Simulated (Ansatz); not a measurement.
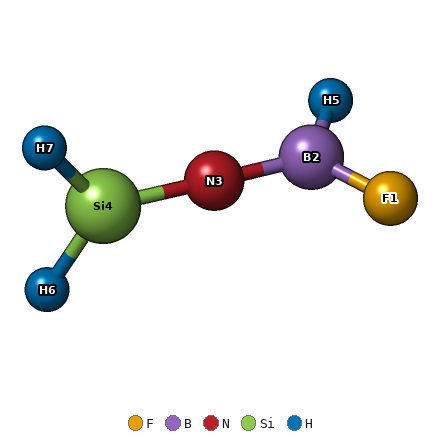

The system is BFH3NSi, SMILES FBN=[SiH2]; the picture shows the grid point nearest to the relaxed geometry. 
- Two internal coordinates are moved rigidly from the geometry relaxed at PBE0-D4/def2-TZVP, all others fixed.
- First axis: bond F1–B2. Second axis: angle H5–B2–F1.
- Grid: 7 × 7 points.
- Energies: eV, counted from the lowest grid point.
- All numbers below come from Ansatz 0.2.0, RKS PBE0-D4/def2-TZVPP.

Its coordinates:

```
atom    x (Å)    y (Å)    z (Å)
   F   0.0018  -2.0925   1.3164
   B   0.3211  -1.4444   0.1535
   N   0.0332  -0.1031  -0.0096
  Si  -0.2836   1.4162  -0.2235
   H   0.8562  -2.0918  -0.7043
   H  -1.5521   1.9019  -0.8089
   H   0.6641   2.4959   0.1283
```

Range: bond F1–B2 from 1.206 to 1.608 Å; angle H5–B2–F1 from 87 to 147°.

### Predict the map.

The lowest grid point is at bond F1–B2 = 1.369 Å, angle H5–B2–F1 = 117°. It is the only kind of minimum in the scanned range. The highest grid point, bond F1–B2 = 1.608 Å, angle H5–B2–F1 = 147°, lies 1.79 eV above the lowest. Round the minimum the two coordinates are weakly coupled (coupling 0.13 in units of the two stiffnesses).

```tsv
angle H5–B2–F1 ↓, bond F1–B2 →	1.206	1.245	1.302	1.369	1.443	1.523	1.608
147	1.17	0.94	0.79	0.82	1.02	1.35	1.79
137	0.74	0.51	0.35	0.37	0.56	0.89	1.31
127	0.51	0.26	0.09	0.10	0.27	0.59	1.00
117	0.46	0.20	0.01	0.00	0.16	0.45	0.84
107	0.61	0.34	0.12	0.08	0.21	0.47	0.83
97	0.99	0.69	0.43	0.35	0.43	0.65	0.98
87	1.62	1.28	0.97	0.83	0.85	1.02	1.28
```

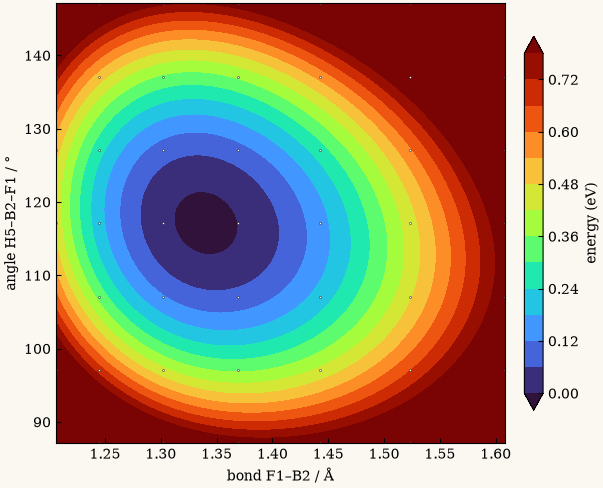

In the figure: filled contours, dots at the grid points, one colour for all values above the top of the scale. Between grid points the surface is interpolated.
